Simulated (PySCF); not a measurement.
CH10ClNSi3 (SMILES [SiH3]C[SiH](Cl)N[SiH3])

Input

```
{"job": {"kind": "nmr", "xc": "PBE0", "basis": "pcSseg-1"}, "charge": 0, "multiplicity": 1}
Si     1.259440     1.795088     0.440280
N      0.759520     0.377119     1.289952
Si     0.037233     0.266766     2.878156
C      1.176295     1.497669    -1.397400
Si    -0.410927     0.629252    -1.929180
Cl     3.214394     2.340772     0.924258
H      0.391499     2.917820     0.880433
H      1.080393    -0.503858     0.893032
H     -0.461689     1.629084     3.221800
H      1.004721    -0.181952     3.927081
H     -1.097649    -0.705433     2.861137
H      1.261033     2.471064    -1.909637
H      2.045901     0.897633    -1.715130
H     -0.386350    -0.799388    -1.490596
H     -0.559064     0.661741    -3.416622
H     -1.600484     1.296668    -1.317888
```

Launched as:

```sh
OMP_NUM_THREADS=1 python cluster_run.py task.json out
```

Geometry: PBE0-D3(BJ)/def2-SVP.

Method: PBE0/pcSseg-1, SCF density, gas phase, non-relativistic (PySCF).

**What can the converged electron density and electron localisation function tell about the bonding?**

Si–N (1.73 Å): ρ at the midpoint is about 1.1 e/Å³; the ELF peaks at about 0.90 between the atoms (a shared but strongly polarised pair).
N–H (1.02 Å): ρ at the midpoint is about 2.7 e/Å³; the ELF climbs to about 1 towards the hydrogen, as it does in any bond to H (an ordinary covalent bond to hydrogen).

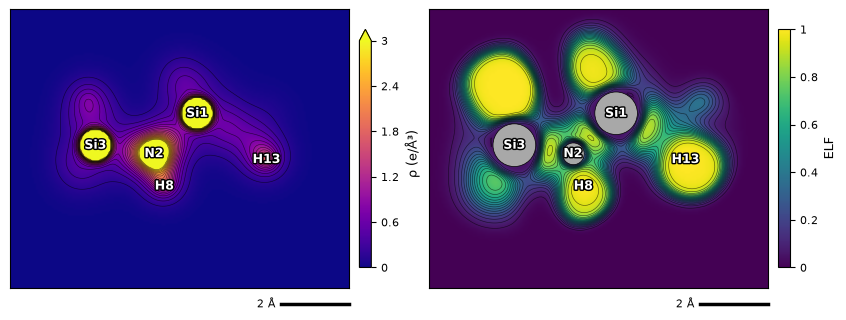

Computed electron density and electron localisation function on the plane of atoms Si1, N2 and Si3, in this order. Grey discs cover the atomic cores in the ELF map. 
